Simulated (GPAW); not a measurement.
**Screening of a field by 1T-FeBrI monolayer**

Aim: the dipole that a field along the normal induces in 1T-FeBrI monolayer.

Method: GPAW, PAW setups; layer in a repeated cell with vacuum, relaxation of atoms and in-plane cell, in the first sound run; inputs show where later runs differ, in GPAW 26.7.0.

### 1. Starting point

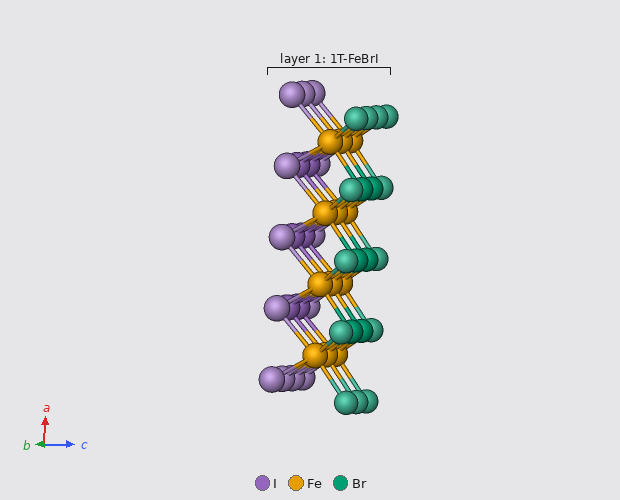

The cell as given, from the side, with the c axis across the page (iodine purple, iron orange, bromine teal). 3×2×1 cells are drawn. Some periodic images of atoms are drawn too.

The cell holds 3 atoms: 1 I, 1 Fe and 1 Br. Its edges and angles: a = 3.576 Å, b = 3.576 Å, c = 19.047 Å, α = 90.0°, β = 90.0°, γ = 120.0°. Vacuum lies along c.

Coordinates:

```
I Fe Br
1.0
     3.57591    0.00000    0.00000
    -1.78796    3.09683    0.00000
     0.00000    0.00000   19.04680
I Fe Br
1 1 1
Direct
  0.66667 0.33333 0.42002
  0.00000 0.00000 0.50841
  0.33333 0.66667 0.57998
```

### 2. Relaxation

Forces are removed first; all later runs use this geometry.

Input file run.py:

```python
import json
import numpy as np
from ase import Atoms
from ase.filters import FrechetCellFilter
from ase.optimize import BFGS
from gpaw import GPAW, PW

slab = Atoms(
    ['I', 'Fe', 'Br'],
    positions=[
        [1.78796, 1.03228, 8.00000],
        [0.00000, 0.00000, 9.68360],
        [-0.00000, 2.06455, 11.04679]],
    cell=[[3.57591, 0.0, 0.0], [-1.78796, 3.09683, 0.0], [0.0, 0.0, 19.0468]],
    pbc=[True, True, True],
    magmoms=[0.0, 4.0, 0.0])

slab.calc = GPAW(mode=PW(600), xc='PBE', kpts={'size': (9, 9, 1), 'gamma': True},
                 occupations={'name': 'fermi-dirac', 'width': 0.05}, nbands='160%',
                 convergence={'density': 1e-05}, maxiter=200,
                 symmetry={'tolerance': 1e-3}, txt='slab.txt')
result = {}
# The in-plane cell is free; stress needs a cell that repeats along all three vectors
path = []
opt = BFGS(FrechetCellFilter(slab, mask=[1, 1, 0, 0, 0, 1]), maxstep=0.2)
opt.attach(lambda: path.append((slab.get_potential_energy(), slab.positions.tolist(), slab.get_forces().tolist())))
result['relaxed'] = bool(opt.run(fmax=0.02, steps=45))
result['path'] = path
result['cell'] = slab.cell.tolist()
print('in-plane lattice', slab.cell.cellpar().round(4)[[0, 1, 5]])
energy = slab.get_potential_energy()
fermi = slab.calc.get_fermi_level()
v = slab.calc.get_electrostatic_potential().mean((0, 1)) - fermi
n = slab.calc.get_pseudo_density().mean((0, 1))
L = slab.cell[2, 2]
z = np.arange(len(v)) * L / len(v)
low, high = slab.positions[:, 2].min(), slab.positions[:, 2].max()
below, above = np.interp([low - 5.8, high + 5.8], z, v)
slopes = [np.interp(x, z, np.gradient(v, z)) for x in (low - 5.8, high + 5.8)]
eps = np.array([[slab.calc.get_eigenvalues(k, s) for k in range(len(slab.calc.get_ibz_k_points()))]
                for s in range(slab.calc.get_number_of_spins())]) - fermi
top, bottom = eps[eps < 0].max(), eps[eps > 0].min()
dipole = slab.get_dipole_moment()[2]
print(f'energy {energy:.4f} eV, Fermi level {fermi:.4f} eV, dipole {dipole:.5f} e A')
print(f'potential 5.8 A off the faces, from the Fermi level: lower {below:.4f} eV, upper {above:.4f} eV')
print(f'slope of the potential there: lower {slopes[0]:.5f}, upper {slopes[1]:.5f} eV/A')
print(f'nearest levels on the mesh: {top:.4f} and {bottom:.4f} eV')
print('magnetic moment', round(slab.get_magnetic_moment(), 3))
result.update(energy=energy, fermi=fermi, dipole=dipole, below=below, above=above, slopes=slopes, edges=[top, bottom],
              z=z.tolist(), v=v.tolist(), n=n.tolist(), positions=slab.positions.tolist(),
              forces=slab.get_forces(apply_constraint=False).tolist(), moments=slab.get_magnetic_moments().tolist())
json.dump(result, open('result.json', 'w'))
```

Launch:

```sh
OMP_NUM_THREADS=1 OPENBLAS_NUM_THREADS=1 python run.py
```

The program printed:

```text
Step          Energy          fmax
BFGS:    0      -12.390288        1.835694
BFGS:    1      -12.522223        1.555887
BFGS:    2      -12.833942        0.400931
BFGS:    3      -12.846652        0.254164
BFGS:    4      -12.852064        0.305190
BFGS:    5      -12.861278        0.326980
BFGS:    6      -12.873851        0.271632
BFGS:    7      -12.883333        0.133934
BFGS:    8      -12.885948        0.036575
BFGS:    9      -12.886104        0.010055
in-plane lattice [  3.9018   3.9018 120.0001]
energy -12.8744 eV, Fermi level -1.8835 eV, dipole -0.03751 e A
potential 5.8 A off the faces, from the Fermi level: lower 4.9853 eV, upper 5.1028 eV
slope of the potential there: lower -0.02700, upper -0.02701 eV/A
nearest levels on the mesh: -0.0448 and 0.0029 eV
magnetic moment 4.0
```

It took 13 min on 1 thread of Arm Neoverse V2, shared host; peak memory 0.52 GiB.

This step gave:

* dipole along the normal: -0.03751 e·Å
* levels nearest the Fermi level on the mesh: -0.04484, 0.002853 eV from the Fermi level
* site moments: 0.1465, 3.347, 0.1255 μB
* sum of the site moments: 3.619 μB

Table of electrostatic potential energy of an electron (without an applied field's), less the Fermi level, planar mean by z:

```
z (Å)  electrostatic potential energy of an electron (without an applied field's), less the Fermi level, planar mean (eV)
    0                                                                                                                5.04
    2                                                                                                                4.99
    4                                                                                                                4.94
    6                                                                                                                4.72
    8                                                                                                               -17.0
   10                                                                                                               -5.73
   12                                                                                                                2.88
   14                                                                                                                5.18
   16                                                                                                                5.13
   18                                                                                                                5.07
```

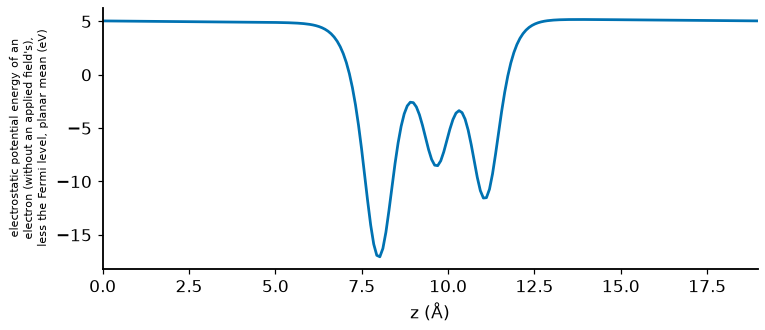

Electrostatic potential energy of an electron (without an applied field's), less the Fermi level, planar mean against z.

The pseudo valence density, planar mean oscillates, so the rows of the table below give means over windows of 1 Å about each position, cut where the curve ends. Its maxima inside the range that stand out by 2 % of the span (Å: e/Å³): 7.6: 0.282, 8.5: 0.333, 9.7: 0.647, 10.6: 0.354. Its minima: 7.9: 0.145, 9.0: 0.278, 10.2: 0.328.

The pseudo valence density, planar mean by z; means over each step:

| z (Å) | pseudo valence density, planar mean (e/Å³) |
| --- | --- |
| 4 | 3.2e-5 |
| 5 | 6.1e-4 |
| 6 | 0.0118 |
| 7 | 0.151 |
| 8 | 0.232 |
| 9 | 0.344 |
| 10 | 0.458 |
| 11 | 0.321 |
| 12 | 0.142 |
| 13 | 0.00846 |
| 14 | 3.7e-4 |
| 15 | 1.6e-5 |

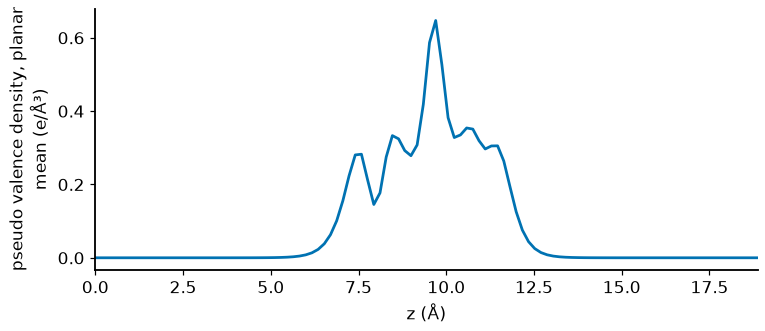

Pseudo valence density, planar mean, plotted against z.

Site moment by atom:

```
atom  site moment (μB)
  I1              0.15
 Fe2              3.35
 Br3              0.13
```

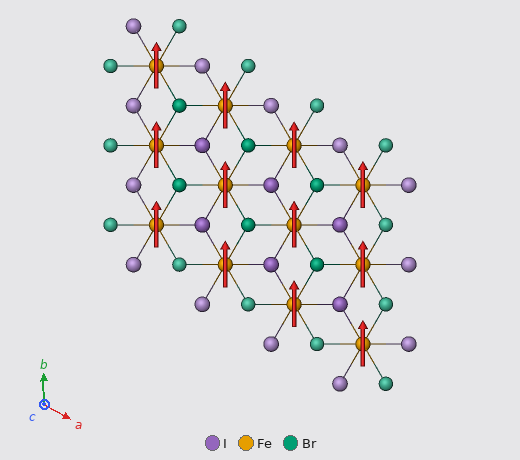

Site moment as arrows, the longest 3.35 μB. Up and down stand for the sign. Arrows give size and sign along the axis of quantisation, drawn up and down the page. 3×2×1 cells are drawn. Some periodic images of atoms are drawn too.

The relaxation lowered the energy of the cell by 0.493 eV (energies extrapolated to zero smearing; the optimiser's log prints free energies). The largest force left on a free atom is 0.010 eV/Å.

### 3. Plane waves, PBE

With the geometry fixed, the planar mean of the potential gives the vacuum level on each side.

This step: GPAW, PAW setups; slab in vacuum (GPAW 26.7.0).

The cell differs from the one that the last finished run ended in (c 19.047 → 19.096 Å).

Edit run.py of step 2 so:

```diff
@@ -3,4 +3,2 @@
 from ase import Atoms
-from ase.filters import FrechetCellFilter
-from ase.optimize import BFGS
 from gpaw import GPAW, PW
@@ -10,22 +8,15 @@
     positions=[
-        [1.78796, 1.03228, 8.00000],
-        [0.00000, 0.00000, 9.68360],
-        [-0.00000, 2.06455, 11.04679]],
-    cell=[[3.57591, 0.0, 0.0], [-1.78796, 3.09683, 0.0], [0.0, 0.0, 19.0468]],
-    pbc=[True, True, True],
+        [1.95089, 1.12635, 8.00000],
+        [0.00000, -0.00000, 9.67422],
+        [0.00000, 2.25268, 11.09562]],
+    cell=[[3.90176, 0.0, 0.0], [-1.95089, 3.37903, 0.0], [0.0, 0.0, 19.0956]],
+    pbc=[True, True, False],
     magmoms=[0.0, 4.0, 0.0])
 
-slab.calc = GPAW(mode=PW(600), xc='PBE', kpts={'size': (9, 9, 1), 'gamma': True},
+slab.calc = GPAW(mode=PW(400), xc='PBE', kpts={'size': (9, 9, 1), 'gamma': True},
                  occupations={'name': 'fermi-dirac', 'width': 0.05}, nbands='160%',
                  convergence={'density': 1e-05}, maxiter=200,
+                 poissonsolver={'dipolelayer': 'xy'},
                  symmetry={'tolerance': 1e-3}, txt='slab.txt')
 result = {}
-# The in-plane cell is free; stress needs a cell that repeats along all three vectors
-path = []
-opt = BFGS(FrechetCellFilter(slab, mask=[1, 1, 0, 0, 0, 1]), maxstep=0.2)
-opt.attach(lambda: path.append((slab.get_potential_energy(), slab.positions.tolist(), slab.get_forces().tolist())))
-result['relaxed'] = bool(opt.run(fmax=0.02, steps=45))
-result['path'] = path
-result['cell'] = slab.cell.tolist()
-print('in-plane lattice', slab.cell.cellpar().round(4)[[0, 1, 5]])
 energy = slab.get_potential_energy()
```

The program printed:

```text
energy -12.7554 eV, Fermi level -1.8916 eV, dipole -0.02773 e A
potential 5.8 A off the faces, from the Fermi level: lower 4.8559 eV, upper 5.2351 eV
slope of the potential there: lower -0.00002, upper 0.00002 eV/A
nearest levels on the mesh: -0.0450 and 0.0031 eV
magnetic moment 4.0
```

Run time: 44 s. Hardware: 1 thread; peak memory 0.25 GiB.

Numbers from this step:

```
dipole along the normal                    : -0.02773 e·Å
levels nearest the Fermi level on the mesh : -0.04505, 0.003149 eV from the Fermi level
upper work function                        : 5.235 eV
lower work function                        : 4.856 eV
site moments                               : 0.1458, 3.345, 0.1254 μB
sum of the site moments                    : 3.617 μB
```

Electrostatic potential energy of an electron (without an applied field's), less the Fermi level, planar mean against z:

| z (Å) | electrostatic potential energy of an electron (without an applied field's), less the Fermi level, planar mean (eV) |
| --- | --- |
| 0 | 5.05 |
| 1 | 4.86 |
| 2 | 4.86 |
| 3 | 4.86 |
| 4 | 4.86 |
| 5 | 4.85 |
| 6 | 4.69 |
| 7 | 1.79 |
| 8 | -17.0 |
| 9 | -2.64 |
| 10 | -5.90 |
| 11 | -11.3 |
| 12 | 2.78 |
| 13 | 5.13 |
| 14 | 5.23 |
| 15 | 5.23 |
| 16 | 5.24 |
| 17 | 5.24 |
| 18 | 5.24 |

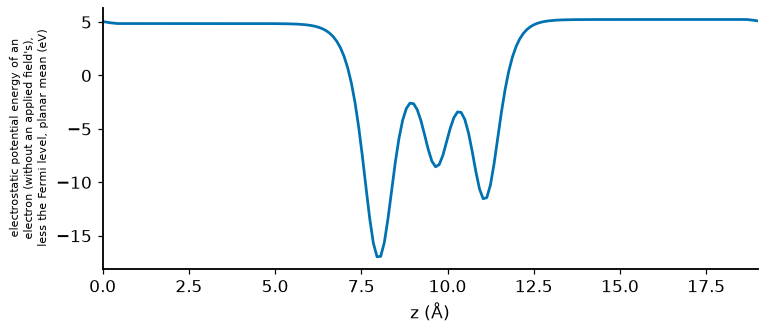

Electrostatic potential energy of an electron (without an applied field's), less the Fermi level, planar mean against z.

The pseudo valence density, planar mean oscillates, so the rows of the table below give means over windows of 1 Å about each position, cut where the curve ends. Its maxima inside the range that stand out by 2 % of the span (Å: e/Å³): 7.4: 0.282, 8.5: 0.334, 9.8: 0.629, 10.6: 0.355. Its minima: 8.1: 0.153, 8.9: 0.282, 10.4: 0.333.

Table of pseudo valence density, planar mean by z; means over each step:

| z (Å) | pseudo valence density, planar mean (e/Å³) |
| --- | --- |
| 4 | 3.1e-5 |
| 5 | 5.9e-4 |
| 6 | 0.0119 |
| 7 | 0.147 |
| 8 | 0.232 |
| 9 | 0.344 |
| 10 | 0.458 |
| 11 | 0.321 |
| 12 | 0.146 |
| 13 | 0.00890 |
| 14 | 3.9e-4 |
| 15 | 1.7e-5 |

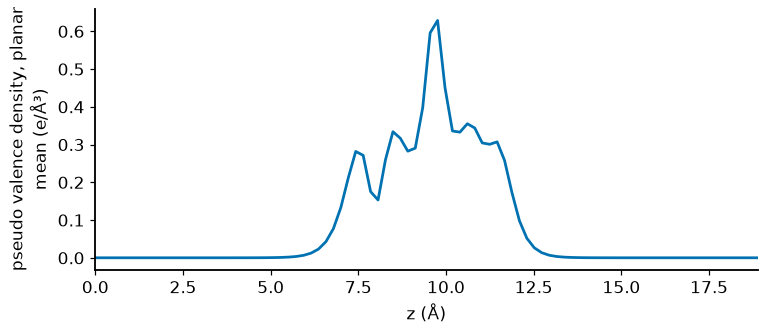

Pseudo valence density, planar mean against z.

The potential is flat to 1.8e-5 eV/Å where it is read, so the vacuum is wide enough.

### 4. Field on

A uniform field along the normal polarises the slab; the atoms stay fixed, so this is the electronic response alone.

Edit run.py of step 3 so:

```diff
@@ -4,2 +4,3 @@
 from gpaw import GPAW, PW
+from gpaw.external import ConstantElectricField
 
@@ -19,2 +20,3 @@
                  poissonsolver={'dipolelayer': 'xy'},
+                 external=ConstantElectricField(-0.2, [0, 0, 1]),
                  symmetry={'tolerance': 1e-3}, txt='slab.txt')
```

The program printed:

```text
energy -12.7678 eV, Fermi level -1.8707 eV, dipole -0.10048 e A
potential 5.8 A off the faces, from the Fermi level: lower 4.3280 eV, upper 5.7071 eV
slope of the potential there: lower -0.00002, upper 0.00004 eV/A
nearest levels on the mesh: -0.0052 and 0.0081 eV
magnetic moment 4.0
```

Run time: 2.5 min. Hardware: 1 thread; peak memory 0.37 GiB.

This step gave:

```
dipole along the normal                                         : -0.1005 e·Å
levels nearest the Fermi level on the mesh                      : -0.005156, 0.008078 eV from the Fermi level
site moments                                                    : 0.1483, 3.344, 0.1230 μB
sum of the site moments                                         : 3.616 μB
potential below the slab, the applied field's own ramp left out : 4.328 eV from the Fermi level
potential above the slab, the applied field's own ramp left out : 5.707 eV from the Fermi level
```

The electrostatic potential energy of an electron (without an applied field's), less the Fermi level, planar mean by z:

```
z (Å)  electrostatic potential energy of an electron (without an applied field's), less the Fermi level, planar mean (eV)
    0                                                                                                                5.02
    2                                                                                                                4.33
    4                                                                                                                4.33
    6                                                                                                                4.18
    8                                                                                                               -17.2
   10                                                                                                               -5.82
   12                                                                                                                3.19
   14                                                                                                                5.70
   16                                                                                                                5.71
   18                                                                                                                5.71
```

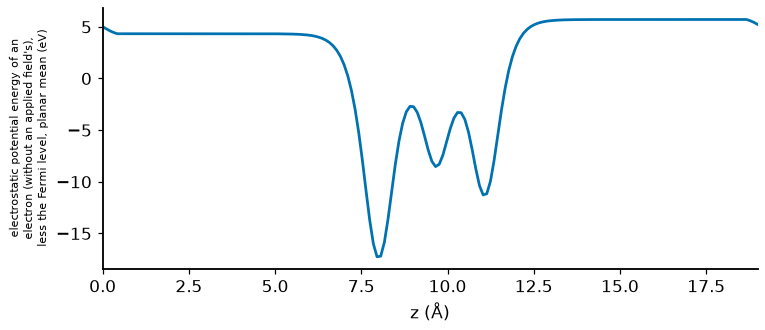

Electrostatic potential energy of an electron (without an applied field's), less the Fermi level, planar mean, plotted against z.

The dipole is now -0.100 e Å, against -0.028 in the run without a field.

### 5. Field on

Edit run.py of step 4 so:

```diff
@@ -20,3 +20,3 @@
                  poissonsolver={'dipolelayer': 'xy'},
-                 external=ConstantElectricField(-0.2, [0, 0, 1]),
+                 external=ConstantElectricField(-0.1, [0, 0, 1]),
                  symmetry={'tolerance': 1e-3}, txt='slab.txt')
```

The program printed:

```text
energy -12.7595 eV, Fermi level -1.8806 eV, dipole -0.06405 e A
potential 5.8 A off the faces, from the Fermi level: lower 4.5913 eV, upper 5.4705 eV
slope of the potential there: lower -0.00002, upper 0.00004 eV/A
nearest levels on the mesh: -0.0051 and 0.0082 eV
magnetic moment 4.0
```

Wall time 2.7 min (1 thread); peak memory 0.37 GiB.

Numbers from this step:

- dipole along the normal: -0.06405 e·Å
- levels nearest the Fermi level on the mesh: -0.005136, 0.008225 eV from the Fermi level
- site moments: 0.1470, 3.345, 0.1242 μB
- potential below the slab, the applied field's own ramp left out: 4.591 eV from the Fermi level
- potential above the slab, the applied field's own ramp left out: 5.470 eV from the Fermi level

Table of electrostatic potential energy of an electron (without an applied field's), less the Fermi level, planar mean by z:

```csv
z (Å),"electrostatic potential energy of an electron (without an applied field's), less the Fermi level, planar mean (eV)"
0,5.03
1,4.59
2,4.59
3,4.59
4,4.59
5,4.58
6,4.44
7,1.56
8,-17.1
9,-2.69
10,-5.86
11,-11.1
12,2.99
13,5.36
14,5.47
15,5.47
16,5.47
17,5.47
18,5.47
```

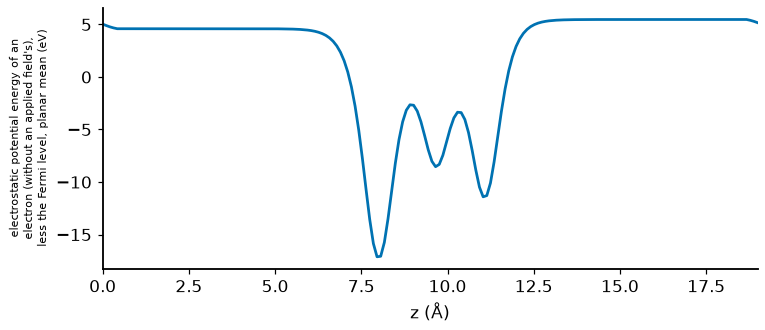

Electrostatic potential energy of an electron (without an applied field's), less the Fermi level, planar mean against z.

The dipole is now -0.0641 e Å, against -0.028 in the run without a field.

### 6. In a field

Edit run.py of step 5 so:

```diff
@@ -20,3 +20,3 @@
                  poissonsolver={'dipolelayer': 'xy'},
-                 external=ConstantElectricField(-0.1, [0, 0, 1]),
+                 external=ConstantElectricField(-0.05, [0, 0, 1]),
                  symmetry={'tolerance': 1e-3}, txt='slab.txt')
```

The program printed:

```text
energy -12.7568 eV, Fermi level -1.8862 eV, dipole -0.04584 e A
potential 5.8 A off the faces, from the Fermi level: lower 4.7236 eV, upper 5.3528 eV
slope of the potential there: lower -0.00003, upper 0.00003 eV/A
nearest levels on the mesh: -0.0051 and 0.0083 eV
magnetic moment 4.0
```

It took 2.4 min on 1 thread; peak memory 0.37 GiB.

### 7. In a field

Edit run.py of step 6 so:

```diff
@@ -20,3 +20,3 @@
                  poissonsolver={'dipolelayer': 'xy'},
-                 external=ConstantElectricField(-0.05, [0, 0, 1]),
+                 external=ConstantElectricField(0.05, [0, 0, 1]),
                  symmetry={'tolerance': 1e-3}, txt='slab.txt')
```

The program printed:

```text
energy -12.7540 eV, Fermi level -1.8974 eV, dipole -0.00939 e A
potential 5.8 A off the faces, from the Fermi level: lower 4.9890 eV, upper 5.1179 eV
slope of the potential there: lower -0.00003, upper 0.00003 eV/A
nearest levels on the mesh: -0.0050 and 0.0084 eV
magnetic moment 4.0
```

Wall time 2.5 min (1 thread); peak memory 0.37 GiB.

The electrostatic potential energy of an electron (without an applied field's), less the Fermi level, planar mean by z:

```csv
z (Å),"electrostatic potential energy of an electron (without an applied field's), less the Fermi level, planar mean (eV)"
0,5.05
1,4.99
2,4.99
3,4.99
4,4.99
5,4.98
6,4.82
7,1.90
8,-16.9
9,-2.62
10,-5.92
11,-11.3
12,2.68
13,5.02
14,5.11
15,5.12
16,5.12
17,5.12
18,5.12
```

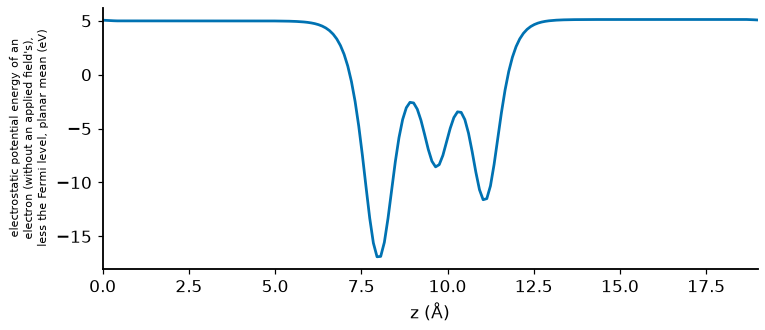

Electrostatic potential energy of an electron (without an applied field's), less the Fermi level, planar mean, plotted against z.

### 8. In a field

Edit run.py of step 7 so:

```diff
@@ -20,3 +20,3 @@
                  poissonsolver={'dipolelayer': 'xy'},
-                 external=ConstantElectricField(0.05, [0, 0, 1]),
+                 external=ConstantElectricField(0.1, [0, 0, 1]),
                  symmetry={'tolerance': 1e-3}, txt='slab.txt')
```

The program printed:

```text
energy -12.7540 eV, Fermi level -1.9035 eV, dipole 0.00884 e A
potential 5.8 A off the faces, from the Fermi level: lower 5.1223 eV, upper 5.0009 eV
slope of the potential there: lower -0.00004, upper 0.00003 eV/A
nearest levels on the mesh: -0.0049 and 0.0084 eV
magnetic moment 4.0
```

Wall time 2.6 min (1 thread); peak memory 0.37 GiB.

The dipole is now 0.00884 e Å, against -0.028 in the run without a field.

### 9. In a field

Edit run.py of step 8 so:

```diff
@@ -20,3 +20,3 @@
                  poissonsolver={'dipolelayer': 'xy'},
-                 external=ConstantElectricField(0.1, [0, 0, 1]),
+                 external=ConstantElectricField(0.2, [0, 0, 1]),
                  symmetry={'tolerance': 1e-3}, txt='slab.txt')
```

The program printed:

```text
energy -12.7567 eV, Fermi level -1.9159 eV, dipole 0.04532 e A
potential 5.8 A off the faces, from the Fermi level: lower 5.3896 eV, upper 4.7676 eV
slope of the potential there: lower -0.00004, upper 0.00002 eV/A
nearest levels on the mesh: -0.0047 and 0.0085 eV
magnetic moment 4.0
```

The job ended after 2.4 min (1 thread; peak memory 0.37 GiB).

The dipole is now 0.0453 e Å, against -0.028 in the run without a field.

(Continued in part 2 of 2.)

[Logs are printed without paths, hosts, clocks, repeated set-up lines and the standing remarks that a program may print on its own settings, such as how far it seeks lower states.]

[Hosts, paths, dates, database ids (printed as entryN), source tags and the programs' standing remarks are cut or masked in the printed files.]
